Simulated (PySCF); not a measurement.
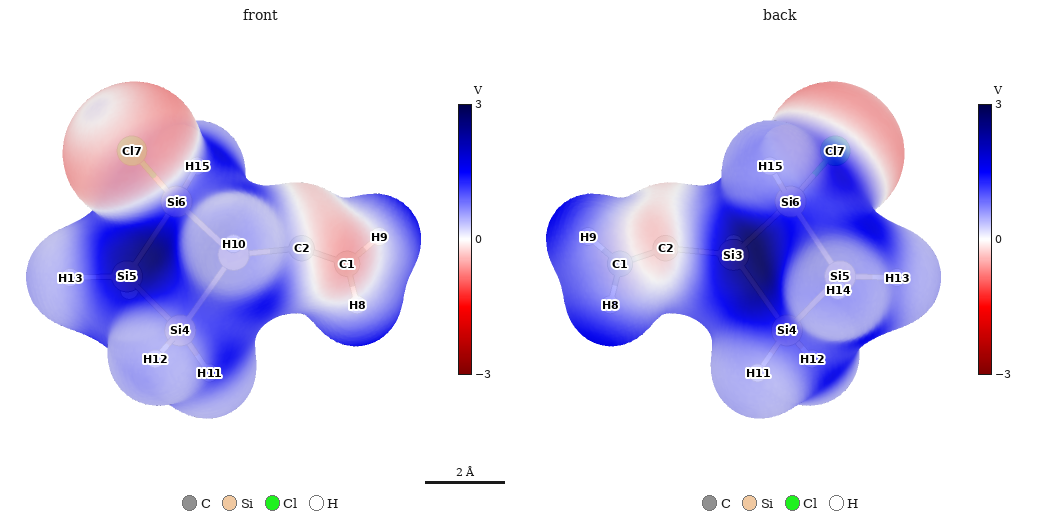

C2H8ClSi4 (doublet). The electrostatic potential painted on the density surface at 0.004 e/bohr³, seen from the front and from behind; red is negative and blue positive.

Geometry: GFN2-xTB.

All numbers below come from PySCF, UKS B3LYP, pcH-1 on C Cl H Si, non-relativistic, mean-field spin-orbit, GIAO.

```xyz
15

C     3.2158    0.0943   -0.9150
C     2.2730   -0.2051   -0.0730
Si    0.6478   -0.7773    0.4467
Si   -1.2169   -1.0056   -1.0852
Si   -2.3566    0.7390    0.0258
Si   -0.5871    0.9241    1.5777
Cl   -1.1872    0.3264    3.4584
H     3.1670   -0.1135   -1.9824
H     4.1413    0.5658   -0.6026
H     0.9163   -2.0032    1.2182
H    -0.8737   -0.7777   -2.4964
H    -1.8499   -2.3336   -1.1447
H    -3.7033    0.4142    0.5140
H    -2.5891    1.9189   -0.8194
H    -0.0019    2.2412    1.8560
```

Which sites attract a positive test charge, and which a negative one?

A positive charge is drawn to the negative regions and a negative charge to the positive ones. The most negative region (about −0.6 V, or −14 kcal/mol for a unit charge) lies over C2 and Cl7, the most positive (about +2.7 V, or +62 kcal/mol for a unit charge) over Si3, Si4, Si5 and Si6.
